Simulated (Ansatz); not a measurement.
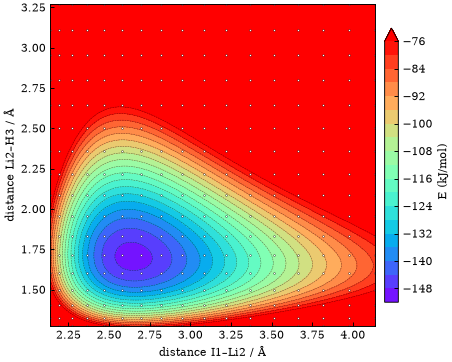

The system I⁻ + LiH. First axis: distance I1–Li2. Second axis: distance Li2–H3. Nothing is relaxed (the angle I1–Li2–H3 is fixed at 160 degrees). The scan uses a 17 × 17 grid. Energies: kJ/mol, counted from I with charge -1 far from the relaxed LiH (each part in its own basis). The reference is spin-restricted, so regions where a bond is pulled apart into radicals lie too high. Level of theory: RHF/def2-TZVPD (Ansatz).

In the figure: filled contours, dots at the grid points, one colour for all values above the top of the scale. Between grid points the surface is interpolated.

Where is the minimum, and how stiff is the well along each coordinate?

The interpolated minimum is at distance I1–Li2 ≈ 2.643 Å, distance Li2–H3 ≈ 1.701 Å. The curvatures there are about 2.7 eV/Å² and 4.5 eV/Å², with a cross term of about 0.2 eV/Å². Round the minimum the two coordinates are weakly coupled (coupling 0.07 in units of the two stiffnesses). (1 eV is 96.5 kJ/mol.)
